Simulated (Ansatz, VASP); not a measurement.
# Y4S3N2 (Y4S3N2 (C2/m)) in two plane-wave programs

Wanted: the spread between two codes on one cell, functional and k mesh.

Calculated with Ansatz 0.2.0; plane waves, with VASP 6.6.1 beside it; single point at PBEsol.

### Step 1. The structure

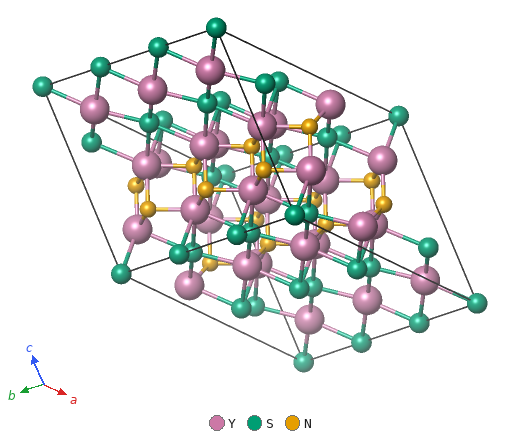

The starting structure, seen from a free direction (yttrium pink, sulfur teal, nitrogen orange). Some periodic images of atoms are drawn too.

The cell holds 54 atoms: 24 Y, 18 S and 12 N. Its edges and angles: a = 12.777 Å, b = 11.374 Å, c = 9.747 Å, α = 90.0°, β = 128.4°, γ = 90.0°. It derives from Y4S3N2 (Y4S3N2 (C2/m)).

Structure file:

```
Y S N
1.0
    12.77716    0.00000   -0.00777
     0.00000   11.37394    0.00000
    -6.05003    0.00000    7.64215
Y S N
24 18 12
Direct
  0.76016 0.66667 0.64939
  0.26016 0.83333 0.64939
  0.76016 0.33333 0.64939
  0.26016 0.50000 0.64939
  0.76016 0.00000 0.64939
  0.26016 0.16667 0.64939
  0.23984 0.66667 0.35061
  0.73984 0.83333 0.35061
  0.23984 0.33333 0.35061
  0.73984 0.50000 0.35061
  0.23984 0.00000 0.35061
  0.73984 0.16667 0.35061
  0.43558 0.66667 0.14411
  0.93558 0.83333 0.14411
  0.43558 0.33333 0.14411
  0.93558 0.50000 0.14411
  0.43558 0.00000 0.14411
  0.93558 0.16667 0.14411
  0.56442 0.66667 0.85589
  0.06442 0.83333 0.85589
  0.56442 0.33333 0.85589
  0.06442 0.50000 0.85589
  0.56442 0.00000 0.85589
  0.06442 0.16667 0.85589
  0.00000 0.66667 0.00000
  0.50000 0.83333 0.00000
  0.00000 0.33333 0.00000
  0.50000 0.50000 0.00000
  0.00000 0.00000 0.00000
  0.50000 0.16667 0.00000
  0.17480 0.66667 0.78458
  0.67480 0.83333 0.78458
  0.17480 0.33333 0.78458
  0.67480 0.50000 0.78458
  0.17480 0.00000 0.78458
  0.67480 0.16667 0.78458
  0.82520 0.66667 0.21542
  0.32520 0.83333 0.21542
  0.82520 0.33333 0.21542
  0.32520 0.50000 0.21542
  0.82520 0.00000 0.21542
  0.32520 0.16667 0.21542
  0.64367 0.66667 0.36087
  0.14367 0.83333 0.36087
  0.64367 0.33333 0.36087
  0.14367 0.50000 0.36087
  0.64367 0.00000 0.36087
  0.14367 0.16667 0.36087
  0.35633 0.66667 0.63913
  0.85633 0.83333 0.63913
  0.35633 0.33333 0.63913
  0.85633 0.50000 0.63913
  0.35633 0.00000 0.63913
  0.85633 0.16667 0.63913
```

### Step 2. Ansatz: single point, PBEsol

Ansatz runs on its default PAW (the set named soft_2) files.

With cell and atoms fixed, the geometry can't cause a difference; cores, projectors, grids and the points listed under the comparison can.

File input.yaml:

```yaml
crystal:
  lattice:
    - [12.7771638868, 0.0, -0.0077716424]
    - [0.0, 11.3739395922, 0.0]
    - [-6.050029023, 0.0, 7.6421525985]
  atoms:
    - { symbol: "Y", position: [0.7601639807, 0.6666666667, 0.6493928107] }
    - { symbol: "Y", position: [0.2601639807, 0.8333333333, 0.6493928107] }
    - { symbol: "Y", position: [0.7601639807, 0.3333333333, 0.6493928107] }
    - { symbol: "Y", position: [0.2601639807, 0.5, 0.6493928107] }
    - { symbol: "Y", position: [0.7601639807, 0.0, 0.6493928107] }
    - { symbol: "Y", position: [0.2601639807, 0.1666666667, 0.6493928107] }
    - { symbol: "Y", position: [0.2398360193, 0.6666666667, 0.3506071893] }
    - { symbol: "Y", position: [0.7398360193, 0.8333333333, 0.3506071893] }
    - { symbol: "Y", position: [0.2398360193, 0.3333333333, 0.3506071893] }
    - { symbol: "Y", position: [0.7398360193, 0.5, 0.3506071893] }
    - { symbol: "Y", position: [0.2398360193, 0.0, 0.3506071893] }
    - { symbol: "Y", position: [0.7398360193, 0.1666666667, 0.3506071893] }
    - { symbol: "Y", position: [0.435577699, 0.6666666667, 0.1441095031] }
    - { symbol: "Y", position: [0.935577699, 0.8333333333, 0.1441095031] }
    - { symbol: "Y", position: [0.435577699, 0.3333333333, 0.1441095031] }
    - { symbol: "Y", position: [0.935577699, 0.5, 0.1441095031] }
    - { symbol: "Y", position: [0.435577699, 0.0, 0.1441095031] }
    - { symbol: "Y", position: [0.935577699, 0.1666666667, 0.1441095031] }
    - { symbol: "Y", position: [0.564422301, 0.6666666667, 0.8558904969] }
    - { symbol: "Y", position: [0.064422301, 0.8333333333, 0.8558904969] }
    - { symbol: "Y", position: [0.564422301, 0.3333333333, 0.8558904969] }
    - { symbol: "Y", position: [0.064422301, 0.5, 0.8558904969] }
    - { symbol: "Y", position: [0.564422301, 0.0, 0.8558904969] }
    - { symbol: "Y", position: [0.064422301, 0.1666666667, 0.8558904969] }
    - { symbol: S, position: [0.0, 0.6666666667, 0.0] }
    - { symbol: S, position: [0.5, 0.8333333333, 0.0] }
    - { symbol: S, position: [0.0, 0.3333333333, 0.0] }
    - { symbol: S, position: [0.5, 0.5, 0.0] }
    - { symbol: S, position: [0.0, 0.0, 0.0] }
    - { symbol: S, position: [0.5, 0.1666666667, 0.0] }
    - { symbol: S, position: [0.1748027807, 0.6666666667, 0.7845797125] }
    - { symbol: S, position: [0.6748027807, 0.8333333333, 0.7845797125] }
    - { symbol: S, position: [0.1748027807, 0.3333333333, 0.7845797125] }
    - { symbol: S, position: [0.6748027807, 0.5, 0.7845797125] }
    - { symbol: S, position: [0.1748027807, 0.0, 0.7845797125] }
    - { symbol: S, position: [0.6748027807, 0.1666666667, 0.7845797125] }
    - { symbol: S, position: [0.8251972193, 0.6666666667, 0.2154202875] }
    - { symbol: S, position: [0.3251972193, 0.8333333333, 0.2154202875] }
    - { symbol: S, position: [0.8251972193, 0.3333333333, 0.2154202875] }
    - { symbol: S, position: [0.3251972193, 0.5, 0.2154202875] }
    - { symbol: S, position: [0.8251972193, 0.0, 0.2154202875] }
    - { symbol: S, position: [0.3251972193, 0.1666666667, 0.2154202875] }
    - { symbol: "N", position: [0.6436725524, 0.6666666667, 0.3608735673] }
    - { symbol: "N", position: [0.1436725524, 0.8333333333, 0.3608735673] }
    - { symbol: "N", position: [0.6436725524, 0.3333333333, 0.3608735673] }
    - { symbol: "N", position: [0.1436725524, 0.5, 0.3608735673] }
    - { symbol: "N", position: [0.6436725524, 0.0, 0.3608735673] }
    - { symbol: "N", position: [0.1436725524, 0.1666666667, 0.3608735673] }
    - { symbol: "N", position: [0.3563274476, 0.6666666667, 0.6391264327] }
    - { symbol: "N", position: [0.8563274476, 0.8333333333, 0.6391264327] }
    - { symbol: "N", position: [0.3563274476, 0.3333333333, 0.6391264327] }
    - { symbol: "N", position: [0.8563274476, 0.5, 0.6391264327] }
    - { symbol: "N", position: [0.3563274476, 0.0, 0.6391264327] }
    - { symbol: "N", position: [0.8563274476, 0.1666666667, 0.6391264327] }
hamiltonian:
  xc: pbesol
  pseudopotentials: { kind: paw }
kpoints:
  mp_grid: { grid: [1, 1, 2] }
scf:
  occupations: { method: gaussian, width: 0.05 }
  n_extra_bands: 17
output:
  forces: true
  stress: true
  eigenvalues: true
  write_density: true
  write_potential: true
  elf: true
  volumetric_format: npy
```

Run with:

```bash
> ansatz run input.yaml --threads 8 --pin off --max-ram 18432MiB --backend cpu --events-out ev --progress --plain --runs-dir out
```

Numbers of over 12 decimals in the logs are rounded to 6 here.

The program printed:

```text
scf.n_extra_bands = 17 over 216 filled bands (N_el = 432.0): the run solves 233 bands
Engine: ansatz 0.2.0, aarch64-unknown-linux-gnu
Pseudopotentials: kind: paw
Pseudopotential: Y, paw, valence charge 11, recommended cutoff 420 eV (normal), Y.paw.azcp
Pseudopotential: S, paw, valence charge 6, recommended cutoff 420 eV (normal), S.paw.azcp
Pseudopotential: N, paw, valence charge 5, recommended cutoff 420 eV (normal), N.paw.azcp
Functional definition: PBEsol
  exchange = pbesol_x
  correlation = pbesol_c
Crystal: 54 atoms, lattice volume = 1110.074 Å³
Basis set: ecut = 420 eV, 21697 PW (Γ), exchange–correlation on 180×160×144 points (8 copies of the dense FFT grid, shifted against one another)
Bands: 233, of which v1, the nominal top of the filled ones, is band 216 counted from 1 (215 counted from 0)
Symmetry: 24 space group operations
Space group: C2/m (ITA 12), of the structure as read, at distance tolerance 1.0e-4 Å
k-points: 2
Non-local potential: Y, projectors of the file, l = 0: 3, l = 1: 2, l = 2: 2, l = 3: 1
Non-local potential: S, projectors of the file, l = 0: 2, l = 1: 2, l = 2: 2
Non-local potential: N, projectors of the file, l = 0: 2, l = 1: 2, l = 2: 1
PAW form: soft (Blöchl's): semilocal exchange-correlation on the pseudo side does not see the compensation charge
PAW frozen core: Y, regenerated for the run's functional, and the local potential with it (the file was generated under x = pbe(κ = 0.804, μ = 0.219515), c = pbe(β = 0.066725))
PAW frozen core: S, regenerated for the run's functional, and the local potential with it (the file was generated under x = pbe(κ = 0.804, μ = 0.219515), c = pbe(β = 0.066725))
PAW frozen core: N, regenerated for the run's functional, and the local potential with it (the file was generated under x = pbe(κ = 0.804, μ = 0.219515), c = pbe(β = 0.066725))
PAW one-centre angular grid: Y, 590 points (default); XC on 64 Gauss nodes
PAW one-centre angular grid: S, 110 points (default); XC on 64 Gauss nodes
PAW one-centre angular grid: N, 110 points (default); XC on 64 Gauss nodes
Initial density: superposition of atomic densities (neutral atoms: chi_scale 0, normalization atom), corrected by the library's trained network
Initial wavefunctions: pseudopotential atomic-orbital guess
Functional: x = pbesol(κ = 0.804, μ = 0.123457), c = pbesol(β = 0.046)
SCF iter   1: F=—  HF=-111661.171682 eV  |F-HF|=—  |Δ(HF+E_count)|=         —  Δρ=7.38e-3  dr2=7.84e-1  ethr=1.77e-3  ⟨swp⟩=7.0  Hψ=2120  notcnv=0
preconditioner: auto → Resta (q_TF=auto, 2.331 Å⁻¹)  ε∞=3.6  [insulator: Δε(μ)=1.213 eV  Ē_g=13.481 eV  σ=0.050 eV  W_gap=1.00  n_scr=240 (ndim 8)  ℏωp=21.8 eV  f_vac=0.038  D(μ)=0.00/eV (n_scr^D=0)  ε∞_Penn≈3.6]
SCF iter   2: F=—  HF=-111661.016352 eV  |F-HF|=—  |Δ(HF+E_count)|=   1.55e-1  Δρ=2.82e-3  dr2=1.41e-1  ethr=1.81e-4  ⟨swp⟩=2.0  Hψ=811  notcnv=0  defer=24
SCF iter   3: F=—  HF=-111660.994706 eV  |F-HF|=—  |Δ(HF+E_count)|=   2.16e-2  Δρ=1.21e-3  dr2=1.97e-2  ethr=3.26e-5  ⟨swp⟩=2.0  Hψ=644  notcnv=0  defer=24
SCF iter   4: F=—  HF=-111660.992401 eV  |F-HF|=—  |Δ(HF+E_count)|=   2.30e-3  Δρ=4.77e-4  dr2=3.65e-3  ethr=4.56e-6  ⟨swp⟩=2.0  Hψ=571  notcnv=0  defer=24
SCF iter   5: F=—  HF=-111660.992232 eV  |F-HF|=—  |Δ(HF+E_count)|=   1.70e-4  Δρ=8.38e-5  dr2=1.45e-4  ethr=8.45e-7  ⟨swp⟩=2.0  Hψ=620  notcnv=0  defer=24
SCF iter   6: F=—  HF=-111660.992309 eV  |F-HF|=—  |Δ(HF+E_count)|=   7.72e-5  Δρ=1.66e-5  dr2=7.61e-6  ethr=3.35e-8  ⟨swp⟩=2.0  Hψ=673  notcnv=0  defer=24
SCF iter   7: F=—  HF=-111660.990971 eV  |F-HF|=—  |Δ(HF+E_count)|=   1.34e-3  Δρ=5.86e-6  dr2=6.16e-7  ethr=1.76e-9  ⟨swp⟩=3.0  Hψ=837  notcnv=0  defer=25
SCF iter   8: F=-111660.990972 eV  HF=-111660.990972 eV  |F-HF|=2.26e-8  |Δ(HF+E_count)|=   4.71e-7  Δρ=1.30e-6  dr2=3.35e-8  ethr=2.31e-11  ⟨swp⟩=14.0  Hψ=3457  notcnv=0
SCF 1 converged in 8 iterations: F = -111660.990972 eV  dr2 = 3.35e-8
  greatest PAW one-centre occupation: 0.993 electrons in one spin orbital (limit 2), on the Y atom at site 5 (counted from 0), in its partial waves of l = 0
SCF converged after 8 iterations
Free energy (F): -111660.990972 eV
Harris-Foulkes:  -111660.990972 eV  (|F-HF|=2.26e-8)
Internal energy: -111660.990972 eV  (E = F + TS)
E sigma→0 (E₀):  -111660.990972 eV
Fermi energy:    8.933371 eV
--- Per-component energies (eV) ---
  E_band       = -2510.414322
  E_kinetic    = 10866.067953
  E_local      = -21399.521691  (includes V_loc(G=0)·N_el)
  E_nonlocal   = 2293.951775
  E_hartree    = 7332.364926
  E_xc         = -6617.291786
  E_vxc        = -7308.982705  (∫ρ·V_xc dr)
  E_paw        = -78545.081563  (= ΣΔE_a)
  E_vpaw       = -1626.669421  (= ΣTr[D̂ρ^β])
  E_aug_tail   = 0.001170  (compensation charges beyond the density's cutoff)
  E_ewald      = -25596.504576
  E_core_change = 5.022820  (= ΣΔE_core)
  E_smearing   = -0.000000  (= −TS)
  E_closure    = -0.000000  (closes the sum)
  Σ components = -111660.990972   (vs F -111660.990972, Δ=0.00e0)
--- Forces (eV/Å), atoms counted from 1 ---
  atom   1  Y      0.00911646    -0.00000000     0.01358278
  atom   2  Y      0.00911646    -0.00000000     0.01358278
  atom   3  Y      0.00911646    -0.00000000     0.01358278
  atom   4  Y      0.00911646    -0.00000000     0.01358278
  atom   5  Y      0.00911646    -0.00000000     0.01358278
  atom   6  Y      0.00911646    -0.00000000     0.01358278
  atom   7  Y     -0.00911646     0.00000000    -0.01358278
  atom   8  Y     -0.00911646     0.00000000    -0.01358278
  atom   9  Y     -0.00911646     0.00000000    -0.01358278
  atom  10  Y     -0.00911646     0.00000000    -0.01358278
  atom  11  Y     -0.00911646     0.00000000    -0.01358278
  atom  12  Y     -0.00911646     0.00000000    -0.01358278
  atom  13  Y     -0.01361205    -0.00000000     0.00783064
  atom  14  Y     -0.01361205    -0.00000000     0.00783064
  atom  15  Y     -0.01361205    -0.00000000     0.00783064
  atom  16  Y     -0.01361205    -0.00000000     0.00783064
  atom  17  Y     -0.01361205    -0.00000000     0.00783064
  atom  18  Y     -0.01361205    -0.00000000     0.00783064
  atom  19  Y      0.01361205     0.00000000    -0.00783064
  atom  20  Y      0.01361205     0.00000000    -0.00783064
  atom  21  Y      0.01361205     0.00000000    -0.00783064
  atom  22  Y      0.01361205     0.00000000    -0.00783064
  atom  23  Y      0.01361205     0.00000000    -0.00783064
  atom  24  Y      0.01361205     0.00000000    -0.00783064
[...]
atom  47  N      0.01561228     0.00000000    -0.02590564
  atom  48  N      0.01561228     0.00000000    -0.02590564
  atom  49  N     -0.01561228    -0.00000000     0.02590564
  atom  50  N     -0.01561228    -0.00000000     0.02590564
  atom  51  N     -0.01561228    -0.00000000     0.02590564
  atom  52  N     -0.01561228    -0.00000000     0.02590564
  atom  53  N     -0.01561228    -0.00000000     0.02590564
  atom  54  N     -0.01561228    -0.00000000     0.02590564
  max |Σ_I F_I| component: 2.43e-17 eV/Å
--- Stress (GPa, compression-positive) ---
       -0.151617      -0.000000       0.054537
       -0.000000       0.491708       0.000000
        0.054537       0.000000      -0.007270
  P = ⅓ Tr σ = 0.1109 GPa (1.109 kbar)
--- Band table (eV) ---
  k-point 0: bands = [... 212 lower, 7.6244, 7.6244, 7.6441, 8.1482, 9.5702, 9.9335, 10.3029, 10.3029, ... 13 higher]
  k-point 1: bands = [... 212 lower, 7.7313, 7.8507, 7.8507, 8.2965, 9.6040, 9.9841, 10.6985, 10.7883, ... 13 higher]
```

The job ended after 8.3 s (8 threads of Arm Neoverse V2, shared host; peak memory 3 GiB).

Reading the cycles: dr2 is the Hartree energy of the density residual (eV), the measure of convergence; HF is the Harris–Foulkes estimate of the energy, which meets the free energy F at convergence.

The run ends at a pressure of 0.11 GPa, with forces up to 0.036 eV/Å.

(Part 1 of 2 ends here.)

[Lines on the potential files, build, host, timing and source positions are cut from VASP's logs without a mark.]

[Logs are printed without paths, hosts, clocks, repeated set-up lines and the standing remarks that a program may print on its own settings, such as how far it seeks lower states.]

[Hosts, paths, dates, database ids (printed as entryN), source tags and the programs' standing remarks are cut or masked in the printed files.]
